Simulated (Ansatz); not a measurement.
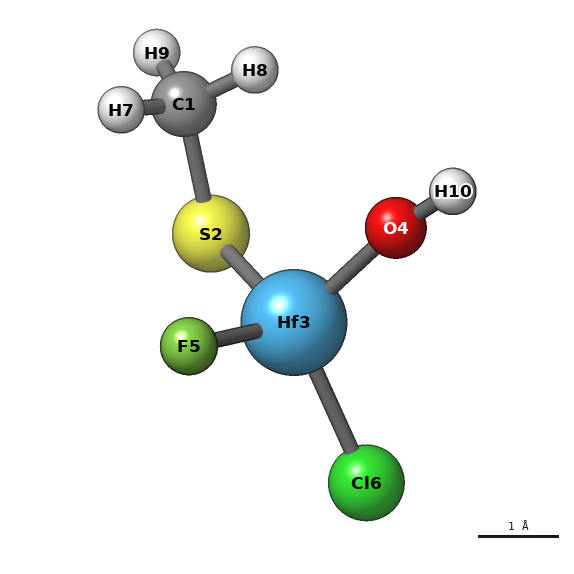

Atoms carry their numbers in the input. The species is neutral and a spin singlet. Computed geometry: PBE0-D4/def2-TZVP optimisation. No frequency run is at hand to confirm it as a minimum.

### What is the geometry at C1?

C1 has 4 neighbours (S2 at 1.83, H7 at 1.09, H8 at 1.09, H9 at 1.09 Å); the arrangement is tetrahedral.

### How are the neighbours of atom 2 arranged?

S2 has 2 neighbours (C1 at 1.83, Hf3 at 2.43 Å); the arrangement is bent.

### How are the neighbours of atom 3 arranged?

Hf3 has 4 neighbours (S2 at 2.43, O4 at 1.90, F5 at 1.90, Cl6 at 2.35 Å); the arrangement is tetrahedral.

### What is the dihedral angle C1–S2–Hf3–F5?

69° in size, that is gauche.
